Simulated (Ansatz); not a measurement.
## Geometry relaxation, with input and output: CH3ClFNOSi (part 2 of 2)

Continued. System: CH3ClFNOSi, SMILES NC1O[Si]1(F)Cl. Method: RKS PBE-D4/def2-SVP (Ansatz 0.2.0). The geometry: force-field start.

Geometry of the input (Å):
```
N  1.1136  -1.3001  0.0712
C  0.3309  -0.0780  0.5393
O  -1.0830  -0.1316  0.2722
Si -0.3981  1.1835  -0.5660
F  -0.7030  0.8219  -2.1160
Cl -1.5209  2.7450  0.1936
H  1.0810  -1.9746  0.7866
H  0.5921  -1.6621  -0.7259
H  0.6759  0.3496  1.5279
```

### Trajectory as extended XYZ, continued
```
9
Properties=species:S:1:pos:R:3:forces:R:3 step=6 energy=-27713.79697
N     1.0986   -1.2096    0.0843   -0.1789  -0.0134   0.0384
C     0.3511   -0.1220    0.5317    0.1477   0.0942  -0.1760
O    -1.2208   -0.2265    0.4023   -0.1346   0.0354   0.0753
Si   -0.6412    1.0555   -0.4855   -0.0742  -0.1804   0.0223
F    -0.7484    0.9246   -2.1091    0.0535   0.0089   0.1401
Cl   -1.3220    2.9432   -0.0178    0.1194  -0.1048  -0.0134
H     1.2045   -1.9458    0.7941   -0.0248   0.0278  -0.0493
H     0.7392   -1.6217   -0.7847    0.1499   0.0731  -0.0167
H     0.6275    0.1559    1.5677   -0.0579   0.0591  -0.0207
9
Properties=species:S:1:pos:R:3:forces:R:3 step=7 energy=-27713.83188
N     1.0949   -1.1928    0.0958   -0.1324  -0.1570  -0.1656
C     0.3487   -0.1114    0.5359    0.1785   0.1229  -0.2405
O    -1.2578   -0.2308    0.4289   -0.2899  -0.0817   0.0885
Si   -0.6812    1.0162   -0.4866    0.1332  -0.0505   0.0933
F    -0.7717    0.8879   -2.1091    0.0060  -0.0108   0.1067
Cl   -1.2409    2.9356   -0.0139    0.0267  -0.0252  -0.0382
H     1.1714   -1.9540    0.7813   -0.0179   0.0018  -0.0384
H     0.8148   -1.5681   -0.8224    0.1577   0.1417   0.2004
H     0.6104    0.1711    1.5730   -0.0621   0.0589  -0.0062
9
Properties=species:S:1:pos:R:3:forces:R:3 step=8 energy=-27713.86308
N     1.0902   -1.1878    0.1107   -0.1575  -0.2016  -0.5919
C     0.3727   -0.0928    0.5295    0.3050  -0.2220   0.0068
O    -1.3262   -0.2266    0.4750   -0.1962   0.0064  -0.0458
Si   -0.7220    0.9679   -0.4674   -0.1228   0.2404   0.0725
F    -0.8007    0.8563   -2.0878    0.0359  -0.1208  -0.0126
Cl   -1.1670    2.9303   -0.0415    0.0387  -0.0447   0.0057
H     1.1094   -1.9851    0.7605    0.0319   0.1028  -0.0860
H     0.9334   -1.4964   -0.8698    0.1148   0.1863   0.6397
H     0.5987    0.1878    1.5737   -0.0499   0.0532   0.0116
9
Properties=species:S:1:pos:R:3:forces:R:3 step=9 energy=-27713.88102
N     1.0882   -1.1769    0.1068   -0.2448  -0.0341  -0.4203
C     0.3761   -0.0863    0.5273    0.4300  -0.2178  -0.0112
O    -1.3876   -0.2251    0.4885   -0.3214  -0.1257   0.0364
Si   -0.7644    0.9396   -0.4550    0.1153   0.4226   0.0446
F    -0.8021    0.8176   -2.0754   -0.0253  -0.0989  -0.0519
Cl   -1.0931    2.9330   -0.0446   -0.0210  -0.1179  -0.0303
H     1.1210   -1.9842    0.7411    0.0628   0.0759  -0.0374
H     0.9743   -1.4577   -0.8827    0.0617   0.1076   0.4737
H     0.5761    0.1935    1.5768   -0.0574  -0.0118  -0.0037
9
Properties=species:S:1:pos:R:3:forces:R:3 step=10 energy=-27713.92078
N     1.0779   -1.1618    0.0895   -0.2335   0.0144   0.0070
C     0.4042   -0.0758    0.5210    0.3765  -0.0610   0.1284
O    -1.5324   -0.2033    0.5106   -0.2930   0.0231  -0.0813
Si   -0.8253    0.8996   -0.4235    0.1372   0.5235   0.1694
F    -0.7844    0.7490   -2.0444   -0.0539  -0.0637  -0.0550
Cl   -0.9859    2.9453   -0.0658   -0.0458  -0.4042  -0.0823
H     1.1836   -1.9743    0.7091    0.1040   0.1271  -0.0231
H     1.0164   -1.4022   -0.9047    0.0105  -0.0150   0.0704
H     0.5343    0.1770    1.5912   -0.0021  -0.1442  -0.1334
9
Properties=species:S:1:pos:R:3:forces:R:3 step=11 energy=-27713.96130
N     1.0566   -1.1534    0.0699    0.1617  -0.3999   0.2967
C     0.4474   -0.0646    0.5129   -0.0917   0.1974   0.4868
O    -1.7193   -0.1516    0.5269   -0.0544   0.2783  -0.2836
Si   -0.8845    0.8613   -0.3849    0.0067   0.6206   0.1952
F    -0.7578    0.6834   -2.0072   -0.0541  -0.0783   0.0687
Cl   -0.8891    2.9509   -0.0949   -0.0618  -0.6973  -0.0789
H     1.2785   -1.9563    0.6835    0.0464   0.3791  -0.1860
H     1.0552   -1.3552   -0.9309   -0.0561  -0.0695  -0.1418
H     0.5015    0.1390    1.6076    0.1034  -0.2303  -0.3570
9
Properties=species:S:1:pos:R:3:forces:R:3 step=12 energy=-27713.89103 accepted=F
N     1.0174   -1.1713    0.0498    1.4964  -1.8794   1.4290
C     0.4902   -0.0713    0.5134   -0.9470   0.7076   0.7666
O    -1.8649   -0.0473    0.4881    0.7341   0.5651  -0.5622
Si   -0.8731    0.8930   -0.3596   -0.8662  -0.6584   0.2826
F    -0.6913    0.6986   -1.9877    0.0895  -0.1184   0.3021
Cl   -0.9481    2.9435   -0.1284    0.1835   0.0594   0.0804
H     1.4623   -1.9034    0.7127   -0.9222   1.2363  -1.3622
H     0.9619   -1.4210   -0.9348    0.0310  -0.0223  -0.3655
H     0.5340    0.0328    1.6295    0.2009   0.1102  -0.5710
9
Properties=species:S:1:pos:R:3:forces:R:3 step=13 energy=-27714.00895
N     1.0499   -1.1402    0.0605    0.1359  -0.5243   0.3660
C     0.4373   -0.0645    0.5286    0.0617   0.1452   0.1644
O    -1.7820   -0.1089    0.4918   -0.1766   0.0153  -0.0669
Si   -0.8846    0.8683   -0.3820    0.0373   0.2045   0.0431
F    -0.7037    0.6507   -2.0002   -0.0266   0.0149   0.1563
Cl   -0.8889    2.9243   -0.0829   -0.0104  -0.1946  -0.0931
H     1.3641   -1.9116    0.6808   -0.1195   0.4091  -0.3496
H     0.9682   -1.3691   -0.9343    0.0677  -0.0105  -0.0415
H     0.5281    0.1045    1.6206    0.0304  -0.0594  -0.1787
9
Properties=species:S:1:pos:R:3:forces:R:3 step=14 energy=-27714.02644
N     1.0444   -1.1390    0.0554    0.2008  -0.4428   0.3658
C     0.4436   -0.0641    0.5340   -0.0183  -0.0055   0.1143
O    -1.8739   -0.0772    0.4852    0.0182   0.1063  -0.1284
Si   -0.9092    0.8563   -0.3611   -0.0489   0.1233  -0.0535
F    -0.6857    0.6244   -1.9774   -0.0358  -0.0110   0.2282
Cl   -0.8541    2.9175   -0.0996   -0.0056  -0.1726  -0.0467
H     1.4091   -1.8986    0.6648   -0.1664   0.4422  -0.3621
H     0.9795   -1.3527   -0.9457    0.0188   0.0078  -0.0027
H     0.5349    0.0871    1.6274    0.0371  -0.0477  -0.1148
9
Properties=species:S:1:pos:R:3:forces:R:3 step=15 energy=-27714.03825
N     1.0403   -1.1344    0.0503    0.1718  -0.2975   0.1988
C     0.4355   -0.0723    0.5493    0.0085  -0.0798   0.0050
O    -1.9600   -0.0395    0.4748    0.1554   0.1486  -0.1357
Si   -0.9304    0.8512   -0.3382   -0.1113  -0.0839  -0.1355
F    -0.6612    0.5918   -1.9474   -0.0392  -0.0333   0.2415
Cl   -0.8236    2.9095   -0.1290    0.0075  -0.0418   0.0209
H     1.4604   -1.8772    0.6394   -0.1726   0.3483  -0.2714
H     0.9804   -1.3316   -0.9571   -0.0172   0.0452   0.0726
H     0.5471    0.0561    1.6408   -0.0029  -0.0056   0.0039
9
Properties=species:S:1:pos:R:3:forces:R:3 step=16 energy=-27714.04286
N     1.0496   -1.1243    0.0495    0.1123  -0.1889   0.0919
C     0.4225   -0.0856    0.5615   -0.1033   0.1250  -0.1007
O    -1.9945   -0.0153    0.4649    0.0364   0.0456   0.0112
Si   -0.9391    0.8449   -0.3378   -0.0666  -0.0611   0.0211
F    -0.7043    0.5616   -1.9421    0.0883  -0.0187   0.0760
Cl   -0.7615    2.8987   -0.1348   -0.0041  -0.0119   0.0045
H     1.4967   -1.8500    0.6253   -0.0597   0.0769  -0.0911
H     1.0014   -1.3066   -0.9599   -0.0156   0.0394   0.0046
H     0.5176    0.0303    1.6563    0.0124  -0.0062  -0.0175
9
Properties=species:S:1:pos:R:3:forces:R:3 step=17 energy=-27714.04750
N     1.0406   -1.1184    0.0418    0.0891  -0.0614   0.0349
C     0.4184   -0.0821    0.5656   -0.0377  -0.0177  -0.0114
O    -2.0276    0.0020    0.4695    0.1096   0.1184  -0.0757
Si   -0.9499    0.8428   -0.3265   -0.0792  -0.1672   0.0494
F    -0.6581    0.5192   -1.9163    0.0084   0.0283   0.0384
Cl   -0.7560    2.8961   -0.1435   -0.0128  -0.0023  -0.0189
H     1.5092   -1.8405    0.6028   -0.0538   0.0506  -0.0425
H     0.9899   -1.2860   -0.9706   -0.0404   0.0468   0.0084
H     0.5221    0.0206    1.6602    0.0169   0.0045   0.0175
9
Properties=species:S:1:pos:R:3:forces:R:3 step=18 energy=-27714.04997
N     1.0399   -1.1112    0.0356   -0.0006   0.0203  -0.0093
C     0.4182   -0.0860    0.5822    0.0464  -0.0497   0.0420
O    -2.0492    0.0218    0.4720    0.1192   0.0665  -0.0561
Si   -0.9467    0.8390   -0.3111   -0.1395  -0.0916  -0.0324
F    -0.6174    0.4936   -1.8909   -0.0061  -0.0085   0.0161
Cl   -0.7719    2.8968   -0.1783    0.0225   0.0108   0.0161
H     1.5120   -1.8444    0.5761   -0.0161   0.0137  -0.0016
H     0.9709   -1.2564   -0.9798   -0.0241   0.0350   0.0084
H     0.5327    0.0003    1.6773   -0.0016   0.0036   0.0169
9
Properties=species:S:1:pos:R:3:forces:R:3 step=19 energy=-27714.05173
N     1.0395   -1.0960    0.0305   -0.0275   0.0355  -0.0093
C     0.4128   -0.0858    0.5978    0.0633  -0.0633   0.0164
O    -2.0686    0.0302    0.4735    0.0575   0.0439  -0.0487
Si   -0.9538    0.8292   -0.3063   -0.0556  -0.0192   0.0165
F    -0.6009    0.4578   -1.8764   -0.0175  -0.0064  -0.0034
Cl   -0.7468    2.8868   -0.1952   -0.0060  -0.0017   0.0024
H     1.5166   -1.8383    0.5530    0.0096  -0.0036   0.0064
H     0.9603   -1.2170   -0.9882   -0.0123   0.0155   0.0251
H     0.5294   -0.0133    1.6942   -0.0115  -0.0005  -0.0054
9
Properties=species:S:1:pos:R:3:forces:R:3 step=20 energy=-27714.05207
N     1.0401   -1.0926    0.0296   -0.0139   0.0226  -0.0064
C     0.4131   -0.0875    0.6040    0.0202  -0.0316  -0.0024
O    -2.0744    0.0380    0.4723    0.0177   0.0083  -0.0157
Si   -0.9533    0.8275   -0.3048   -0.0299   0.0109   0.0200
F    -0.5992    0.4455   -1.8725    0.0009  -0.0004  -0.0028
Cl   -0.7421    2.8857   -0.2021    0.0010  -0.0110  -0.0040
H     1.5225   -1.8364    0.5450    0.0033  -0.0085   0.0050
H     0.9563   -1.2044   -0.9898    0.0008   0.0054   0.0159
H     0.5254   -0.0221    1.7013   -0.0001   0.0043  -0.0097
9
Properties=species:S:1:pos:R:3:forces:R:3 step=21 energy=-27714.05211
N     1.0402   -1.0920    0.0294   -0.0073   0.0119   0.0002
C     0.4127   -0.0884    0.6050    0.0091  -0.0067  -0.0036
O    -2.0762    0.0383    0.4716   -0.0004   0.0012  -0.0010
Si   -0.9543    0.8273   -0.3037   -0.0040   0.0068   0.0063
F    -0.5992    0.4442   -1.8710    0.0021  -0.0021  -0.0050
Cl   -0.7398    2.8850   -0.2042   -0.0011  -0.0050   0.0008
H     1.5233   -1.8365    0.5435    0.0026  -0.0048   0.0026
H     0.9565   -1.2014   -0.9899   -0.0003  -0.0003   0.0040
H     0.5254   -0.0228    1.7022   -0.0008  -0.0010  -0.0042
```

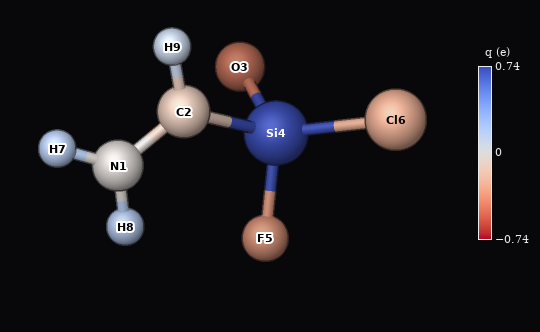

*Mulliken charges, as the colour of each atom (ball-and-stick view, seen at a tilt; atoms are numbered from 1 in the order of the input).*

By element: N −0.02, C −0.12, O −0.42, Si +0.70, F −0.32, Cl −0.24 and H +0.09 to +0.17 e.

### Key numbers

```json
{"quantity": "outcome", "value": "converged"}
{"quantity": "total energy", "value": "−27714.0521 eV"}
{"quantity": "mean-field energy", "value": "−27713.8116 eV"}
{"quantity": "dispersion energy", "value": "−0.2405 eV"}
{"quantity": "SCF solution under orbital rotations", "value": "stable"}
{"quantity": "largest force (length of the vector) at the end", "value": "0.014 eV/Å"}
{"quantity": "dipole moment", "value": "6.98 D"}
{"quantity": "hardware", "value": "4 threads of Arm Neoverse V1, 23 GiB of memory available, shared host"}
{"quantity": "wall time", "value": "34 s (CPU time 2 min)"}
{"quantity": "peak memory", "value": "0.22 GiB"}
```
